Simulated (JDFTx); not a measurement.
TiB2(0001) slab cut from bulk TiB2 (space group P6/mmm, indices of the conventional cell, lattice of the Materials Project entry mp-1145, not re-optimised): 8 atoms in 5 planes, a 1x1 cell of 7.93 Å² (|a| = 3.026, |b| = 3.026 Å), 6.3 Å between the outermost planes, B outermost, slab composition Ti2B6, cell height 22.5 Å, 8×8×1 k mesh, Fermi smearing 0.01 Ha, no spin polarisation. Whether this polymorph is the ambient one wasn't checked. Neither spin polarisation nor a larger cell was tried.

Computed with JDFTx (a modified build): PBE, GBRV ultrasoft potentials, plane waves to 20/100 Ha. Liquid on both sides: CANDLE, water, 1 M KCl; nuclei fixed, outer atoms relaxed in vacuum. Potentials are on the SHE scale by the convention U = −μ/e − 4.44 V; references calibrated for a solvation model differ from this value. The surface is an ideal bare cut with both faces alike: no reconstruction, overlayer or explicit solvent molecules. At negative charge CANDLE's numbers also depend on the cell height, by up to tenths of a volt. Convergence in thickness and k mesh wasn't tested for this slab.

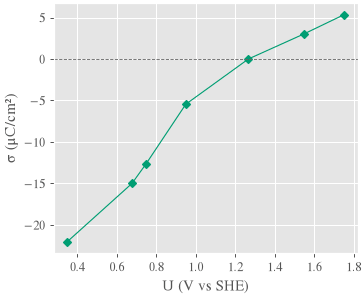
Fig. 1. Surface charge density of TiB2(0001) against potential

### Question
Read off the potential of zero charge and the mean capacitance σ/(U − U_pzc) at the computed point just above it.

### Answer
U_pzc ≈ 1.27 V. At 1.55 V it is about 11 μF/cm².
